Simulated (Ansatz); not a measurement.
**Geometry relaxation, with input and output: CH$_{10}$BNOSi$_{2}$ (part 1 of 2)**

CH$_{10}$BNOSi$_{2}$, computed with RKS BLYP-D4/cc-pVDZ (Ansatz 0.2.0).

It belongs to a series of runs on one base structure; here: end point B relaxed.

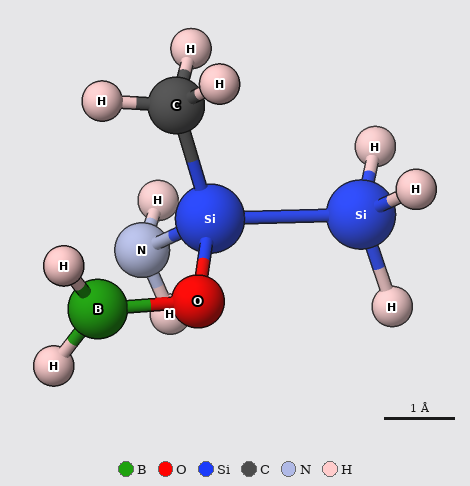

Fig. 1: The structure as given in the input (ball-and-stick view, seen at a tilt).

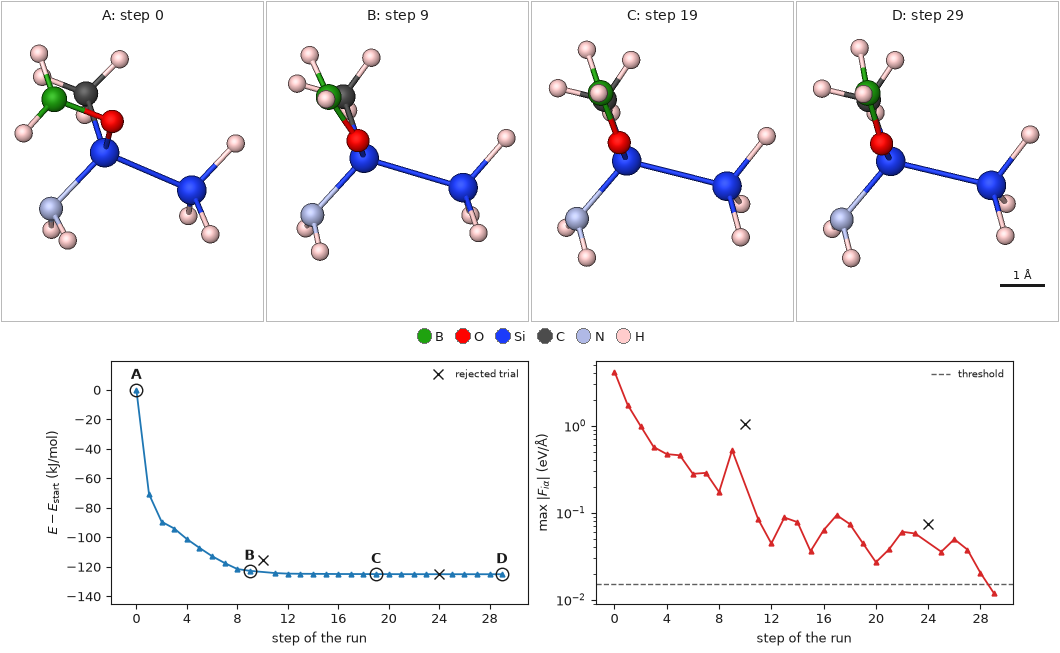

Fig. 2: Frames of the relaxation (ball-and-stick view, seen at a tilt) above the curves, on which the letters mark them (the first geometry is step 0 here and step 1 in the log).

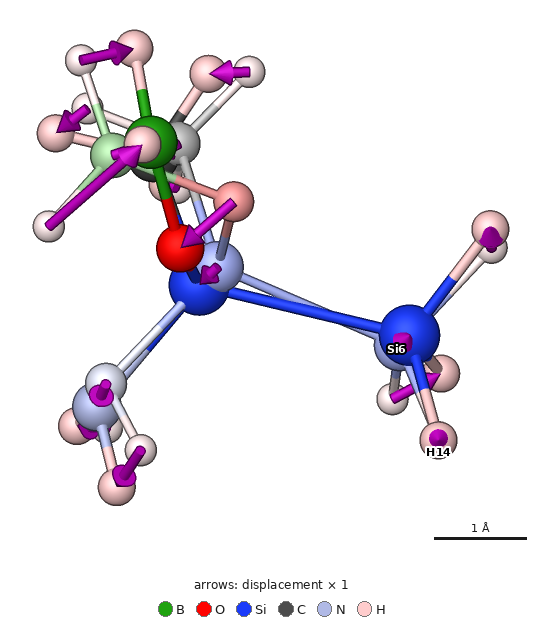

Fig. 3: Start (faint) and end (solid) with the displacements as pink arrows, at true length (ball-and-stick view, seen at a tilt). The two geometries are laid on each other by the best rigid fit. Over 29 geometry steps the energy falls by 125.0 kJ/mol. Largest force component: 4.2 eV/Å at the start, 0.012 eV/Å at the end. The line search rejected the trial steps at points 10, 24 (counted from 0) and went back. The atom that moves furthest after the best rigid fit is H7 (1.56 Å). By element the largest moves are H 1.56 Å, O 0.78 Å, N 0.51 Å, B 0.47 Å, C 0.34 Å, Si 0.32 Å. Distances before and after: Si3–Si6 2.245 → 2.374 Å, B1–O2 1.483 → 1.360 Å, B1–H8 1.119 → 1.221 Å, C4–H11 1.197 → 1.110 Å. Among the angles that change: B1–O2–Si3 108.0° → 132.2°, Si3–N5–H12 105.1° → 116.7°, Si3–N5–H13 107.2° → 115.5°. (Atoms are counted from 1 in the order of the input.)

The input that produced these results follows, with the program's output.

## Input
```yaml
crystal:
  periodic: [false, false, false]
  atoms:
    - { symbol: B, position_ang: [1.9425, -0.6044, -1.6037] }
    - { symbol: O, position_ang: [1.6918, 0.1817, -0.3719] }
    - { symbol: Si, position_ang: [-0.0217, 0.107, -0.0201] }
    - { symbol: C, position_ang: [-0.4275, -1.6368, 0.3982] }
    - { symbol: "N", position_ang: [-0.9597, 0.7102, -1.3993] }
    - { symbol: Si, position_ang: [-0.3846, 1.3978, 1.781] }
    - { symbol: H, position_ang: [1.8698, 0.0027, -2.651] }
    - { symbol: H, position_ang: [2.1967, -1.6938, -1.5879] }
    - { symbol: H, position_ang: [0.1272, -2.0129, 1.277] }
    - { symbol: H, position_ang: [-0.3657, -2.2936, -0.4653] }
    - { symbol: H, position_ang: [-1.5785, -1.6571, 0.7267] }
    - { symbol: H, position_ang: [-0.6706, 1.7238, -1.5069] }
    - { symbol: H, position_ang: [-2.0078, 0.7435, -1.087] }
    - { symbol: H, position_ang: [0.03622, 2.78389, 1.51461] }
    - { symbol: H, position_ang: [-1.78143, 1.36256, 2.12712] }
    - { symbol: H, position_ang: [0.40814, 0.8949, 2.90915] }
basis:
  gaussian: { orbitals: cc-pVDZ }
hamiltonian:
  xc: blyp
  dispersion: d4
relax:
  f_tol: 0.015
  max_steps: 40
```

Run as:
```bash
ansatz run input.yaml --threads 2 --pin off --max-ram 3072MiB --backend cpu --events-out ev --progress --plain --runs-dir out
```

## Output
```
The last accepted step is kept in [file] (removed where the run ends without a failure and the disk answers)
Engine: ansatz 0.2.0, aarch64-unknown-linux-gnu
Functional definition: BLYP
  parameter beta = 0.0042
  parameter a = 0.04918
  parameter b = 0.132
  parameter c = 0.2533
  parameter d = 0.349
  exchange = b88_x(beta = beta)
  correlation = lyp_c(a = a, b = b, c = c, d = d)
1723 factors; their error is unknown
mean field evaluation 1: about -21149.7820 eV, gradient 9.0e1 eV
mean field evaluation 2: about -21090.3891 eV, gradient 1.7e2 eV
mean field evaluation 4: about -21166.4690 eV, gradient 1.8e1 eV
mean field evaluation 8: about -21167.2120 eV, gradient 1.2e-1 eV
mean field evaluation 16: about -21167.1595 eV, gradient 6.9e-4 eV
mean field -21167.15945041 eV, -777.8787621864 hartree, gradient 3.9e-5 eV, S^2 0.000000; 0 other end points of the search recorded, 0 dependent functions left out
the calculation of the forces begins
reference -21167.15988821 eV, -777.8787782753 hartree; 32, 32 occupied and 110, 110 virtual orbitals, 1723 factors
relax step   1: F+E_penalty+E_count = -21168.01971869 eV  Δ(F+E_penalty+E_count) = +0.000e0 eV  max|allowed force component| = 4.201e0 eV/Å  Δτ_max = 0.0000 Å  (29 SCF iters, accepted)
these checks for a lower state are left out or cut short: starts, cluster_reference, orbital_swaps, neighbouring_geometries, increment
1723 factors; their error is unknown
mean field -21167.91595624 eV, -777.9065632629 hartree, gradient 8.9e-6 eV, S^2 0.000000; 0 other end points of the search recorded, 0 dependent functions left out
[... from here on the field's lines of each further geometry are left out, up to the last ...]
relax step   2: F+E_penalty+E_count = -21168.75169539 eV  Δ(F+E_penalty+E_count) = -7.320e-1 eV  max|allowed force component| = 1.748e0 eV/Å  Δτ_max = 0.1947 Å  (30 SCF iters, accepted)
relax step   3: F+E_penalty+E_count = -21168.94570020 eV  Δ(F+E_penalty+E_count) = -1.940e-1 eV  max|allowed force component| = 9.928e-1 eV/Å  Δτ_max = 0.1941 Å  (30 SCF iters, accepted)
relax step   4: F+E_penalty+E_count = -21168.99358880 eV  Δ(F+E_penalty+E_count) = -4.789e-2 eV  max|allowed force component| = 5.699e-1 eV/Å  Δτ_max = 0.1497 Å  (30 SCF iters, accepted)
relax step   5: F+E_penalty+E_count = -21169.06745994 eV  Δ(F+E_penalty+E_count) = -7.387e-2 eV  max|allowed force component| = 4.721e-1 eV/Å  Δτ_max = 0.1995 Å  (29 SCF iters, accepted)
relax step   6: F+E_penalty+E_count = -21169.12939006 eV  Δ(F+E_penalty+E_count) = -6.193e-2 eV  max|allowed force component| = 4.576e-1 eV/Å  Δτ_max = 0.1898 Å  (29 SCF iters, accepted)
relax step   7: F+E_penalty+E_count = -21169.18785911 eV  Δ(F+E_penalty+E_count) = -5.847e-2 eV  max|allowed force component| = 2.800e-1 eV/Å  Δτ_max = 0.1999 Å  (29 SCF iters, accepted)
relax step   8: F+E_penalty+E_count = -21169.23616841 eV  Δ(F+E_penalty+E_count) = -4.831e-2 eV  max|allowed force component| = 2.874e-1 eV/Å  Δτ_max = 0.1949 Å  (29 SCF iters, accepted)
relax step   9: F+E_penalty+E_count = -21169.27824092 eV  Δ(F+E_penalty+E_count) = -4.207e-2 eV  max|allowed force component| = 1.729e-1 eV/Å  Δτ_max = 0.2000 Å  (29 SCF iters, accepted)
relax step  10: F+E_penalty+E_count = -21169.29112480 eV  Δ(F+E_penalty+E_count) = -1.288e-2 eV  max|allowed force component| = 5.236e-1 eV/Å  Δτ_max = 0.1946 Å  (30 SCF iters, accepted)
relax step  11: F+E_penalty+E_count = -21169.21241878 eV  Δ(F+E_penalty+E_count) = +7.871e-2 eV  max|allowed force component| = 1.061e0 eV/Å  Δτ_max = 0.1963 Å  (29 SCF iters, rejected (line search))
relax step  12: F+E_penalty+E_count = -21169.30665713 eV  Δ(F+E_penalty+E_count) = -1.553e-2 eV  max|allowed force component| = 8.393e-2 eV/Å  Δτ_max = 0.0981 Å  (30 SCF iters, accepted)
relax step  13: F+E_penalty+E_count = -21169.31068859 eV  Δ(F+E_penalty+E_count) = -4.031e-3 eV  max|allowed force component| = 4.438e-2 eV/Å  Δτ_max = 0.0999 Å  (29 SCF iters, accepted)
relax step  14: F+E_penalty+E_count = -21169.31168785 eV  Δ(F+E_penalty+E_count) = -9.993e-4 eV  max|allowed force component| = 8.820e-2 eV/Å  Δτ_max = 0.0612 Å  (30 SCF iters, accepted)
relax step  15: F+E_penalty+E_count = -21169.31218863 eV  Δ(F+E_penalty+E_count) = -5.008e-4 eV  max|allowed force component| = 7.797e-2 eV/Å  Δτ_max = 0.0343 Å  (29 SCF iters, accepted)
relax step  16: F+E_penalty+E_count = -21169.31271607 eV  Δ(F+E_penalty+E_count) = -5.274e-4 eV  max|allowed force component| = 3.615e-2 eV/Å  Δτ_max = 0.0141 Å  (31 SCF iters, accepted)
relax step  17: F+E_penalty+E_count = -21169.31338230 eV  Δ(F+E_penalty+E_count) = -6.662e-4 eV  max|allowed force component| = 6.302e-2 eV/Å  Δτ_max = 0.0422 Å  (30 SCF iters, accepted)
relax step  18: F+E_penalty+E_count = -21169.31349239 eV  Δ(F+E_penalty+E_count) = -1.101e-4 eV  max|allowed force component| = 9.378e-2 eV/Å  Δτ_max = 0.0511 Å  (29 SCF iters, accepted)
relax step  19: F+E_penalty+E_count = -21169.31374313 eV  Δ(F+E_penalty+E_count) = -2.507e-4 eV  max|allowed force component| = 7.418e-2 eV/Å  Δτ_max = 0.0543 Å  (30 SCF iters, accepted)
relax step  20: F+E_penalty+E_count = -21169.31405501 eV  Δ(F+E_penalty+E_count) = -3.119e-4 eV  max|allowed force component| = 4.469e-2 eV/Å  Δτ_max = 0.0195 Å  (31 SCF iters, accepted)
relax step  21: F+E_penalty+E_count = -21169.31420787 eV  Δ(F+E_penalty+E_count) = -1.529e-4 eV  max|allowed force component| = 2.700e-2 eV/Å  Δτ_max = 0.0066 Å  (24 SCF iters, accepted)
relax step  22: F+E_penalty+E_count = -21169.31440057 eV  Δ(F+E_penalty+E_count) = -1.927e-4 eV  max|allowed force component| = 3.787e-2 eV/Å  Δτ_max = 0.0304 Å  (30 SCF iters, accepted)
relax step  23: F+E_penalty+E_count = -21169.31452990 eV  Δ(F+E_penalty+E_count) = -1.293e-4 eV  max|allowed force component| = 6.046e-2 eV/Å  Δτ_max = 0.0356 Å  (30 SCF iters, accepted)
relax step  24: F+E_penalty+E_count = -21169.31464196 eV  Δ(F+E_penalty+E_count) = -1.121e-4 eV  max|allowed force component| = 5.777e-2 eV/Å  Δτ_max = 0.0328 Å  (30 SCF iters, accepted)
relax step  25: F+E_penalty+E_count = -21169.31460761 eV  Δ(F+E_penalty+E_count) = +3.435e-5 eV  max|allowed force component| = 7.401e-2 eV/Å  Δτ_max = 0.0734 Å  (29 SCF iters, rejected (line search))
relax step  26: F+E_penalty+E_count = -21169.31481931 eV  Δ(F+E_penalty+E_count) = -1.774e-4 eV  max|allowed force component| = 3.562e-2 eV/Å  Δτ_max = 0.0360 Å  (30 SCF iters, accepted)
relax step  27: F+E_penalty+E_count = -21169.31482441 eV  Δ(F+E_penalty+E_count) = -5.098e-6 eV  max|allowed force component| = 4.965e-2 eV/Å  Δτ_max = 0.0585 Å  (29 SCF iters, accepted)
relax step  28: F+E_penalty+E_count = -21169.31487534 eV  Δ(F+E_penalty+E_count) = -5.093e-5 eV  max|allowed force component| = 3.770e-2 eV/Å  Δτ_max = 0.0102 Å  (24 SCF iters, accepted)
relax step  29: F+E_penalty+E_count = -21169.31494385 eV  Δ(F+E_penalty+E_count) = -6.851e-5 eV  max|allowed force component| = 2.035e-2 eV/Å  Δτ_max = 0.0214 Å  (30 SCF iters, accepted)
the calculation of the forces begins
reference -21168.49980394 eV, -777.9280192704 hartree; 32, 32 occupied and 110, 110 virtual orbitals, 1723 factors
relax step  30: F+E_penalty+E_count = -21169.31495380 eV  Δ(F+E_penalty+E_count) = -9.946e-6 eV  max|allowed force component| = 1.206e-2 eV/Å  Δτ_max = 0.0040 Å  (24 SCF iters, accepted)
1723 factors; their error is unknown
mean field evaluation 224: about -21164.9530 eV, gradient 3.7e1 eV
mean field -21168.49934731 eV, -777.9280024896 hartree, gradient 1.7e-5 eV, S^2 0.000000; 1 other end points of the search recorded, 0 dependent functions left out
the calculation of the forces begins
reference -21168.49980394 eV, -777.9280192704 hartree; 32, 32 occupied and 110, 110 virtual orbitals, 1723 factors
Total energy: -21169.31541043 eV, -777.9579922558 hartree
Atom 0 at     2.245886    -0.478512    -1.271878 Å, force    -0.009235     0.004688    -0.002561 eV/Å
Atom 1 at     1.221569     0.368799    -0.986755 Å, force     0.011459    -0.012057    -0.004045 eV/Å
Atom 2 at    -0.297890     0.131589    -0.180050 Å, force    -0.001886     0.006073     0.003344 eV/Å
Atom 3 at    -0.651916    -1.687817     0.187250 Å, force    -0.000860     0.000181     0.000896 eV/Å
Atom 4 at    -1.487274     0.684028    -1.356793 Å, force    -0.002970    -0.000177    -0.003683 eV/Å
Atom 5 at    -0.084196     1.463710     1.772891 Å, force    -0.003852    -0.003716     0.001707 eV/Å
Atom 6 at     3.199629    -0.021682    -1.874683 Å, force     0.001513    -0.000568     0.001422 eV/Å
Atom 7 at     2.208504    -1.649696    -0.929924 Å, force     0.001300     0.004835     0.000568 eV/Å
Atom 8 at     0.131565    -2.119892     0.840828 Å, force     0.000356     0.000419     0.000051 eV/Å
Atom 9 at    -0.686125    -2.275127    -0.752888 Å, force     0.000237     0.000410    -0.000178 eV/Å
Atom 10 at    -1.627009    -1.793572     0.707026 Å, force     0.000375    -0.000359     0.000078 eV/Å
Atom 11 at    -1.492005     1.688837    -1.570770 Å, force     0.001905     0.000887     0.000974 eV/Å
Atom 12 at    -2.455089     0.388760    -1.179073 Å, force     0.000956    -0.001184     0.001318 eV/Å
Atom 13 at     0.157747     2.904062     1.399319 Å, force     0.000327    -0.001341    -0.001482 eV/Å
Atom 14 at    -1.357530     1.402599     2.581163 Å, force     0.000198     0.001668     0.001721 eV/Å
Atom 15 at     1.048965     1.003364     2.655017 Å, force     0.000175     0.000242    -0.000132 eV/Å
Dipole moment:    -0.564035    -0.047898     0.101271 e Å
```

## Trajectory as extended XYZ (Å, eV, eV/Å), 14 of the 30 frames kept, from step=1 to step=30
```
16
Properties=species:S:1:pos:R:3:forces:R:3 step=1 energy=-21168.01972
B     1.9425   -0.6044   -1.6037   -0.5852   4.2009   1.5522
O     1.6918    0.1817   -0.3719   -0.4616  -1.6625  -2.4485
Si   -0.0217    0.1070   -0.0201    1.0390   0.1517  -0.0498
C    -0.4275   -1.6368    0.3982   -2.8034  -0.2945   0.9554
N    -0.9597    0.7102   -1.3993   -1.4610   0.8053   0.2709
Si   -0.3846    1.3978    1.7810    0.8968   0.4206   0.4076
H     1.8698    0.0027   -2.6510    0.0753   0.0413  -0.0603
H     2.1967   -1.6938   -1.5879    0.6113  -2.6147   0.3698
H     0.1272   -2.0129    1.2770    0.1920  -0.0683  -0.1438
H    -0.3657   -2.2936   -0.4653    0.2151  -0.6267  -0.4140
H    -1.5785   -1.6571    0.7267    1.8182  -0.0210  -0.5175
H    -0.6706    1.7238   -1.5069   -0.4757  -0.8424  -0.1329
H    -2.0078    0.7435   -1.0870    1.8302   0.0304  -0.7175
H     0.0362    2.7839    1.5146    0.0705   0.6331  -0.0788
H    -1.7814    1.3626    2.1271   -1.2686   0.0213   0.3183
H     0.4081    0.8949    2.9091    0.3070  -0.1744   0.6888
16
Properties=species:S:1:pos:R:3:forces:R:3 step=3 energy=-21168.94570
B     1.9832   -0.5300   -1.6797    0.9140   0.0295  -0.1607
O     1.5935    0.1449   -0.5568   -0.9928   0.0094   0.1765
Si   -0.0477    0.0812    0.0155    0.0913   0.2702  -0.1175
C    -0.5738   -1.6929    0.3990    0.4467  -0.0833  -0.0709
N    -1.0053    0.6498   -1.3888    0.2709   0.1174   0.2335
Si   -0.3034    1.4818    1.9168    0.0517  -0.0298   0.0118
H     2.1193    0.0800   -2.7367   -0.0894  -0.1355   0.1210
H     2.3450   -1.6960   -1.5595   -0.2124   0.0049  -0.1571
H     0.0566   -2.1086    1.2147   -0.0438   0.0207  -0.0501
H    -0.4562   -2.3425   -0.4931   -0.0138   0.0328   0.0060
H    -1.6211   -1.7361    0.7282   -0.3425   0.0173   0.0991
H    -0.7603    1.6224   -1.6433    0.0343  -0.1409  -0.0419
H    -2.0111    0.6772   -1.1813   -0.2183  -0.1005  -0.0255
H     0.0768    2.9119    1.6184    0.0136  -0.0526   0.0099
H    -1.7803    1.4678    2.2617    0.1012  -0.0124  -0.0260
H     0.4596    0.9986    3.1257   -0.0107   0.0529  -0.0083
```
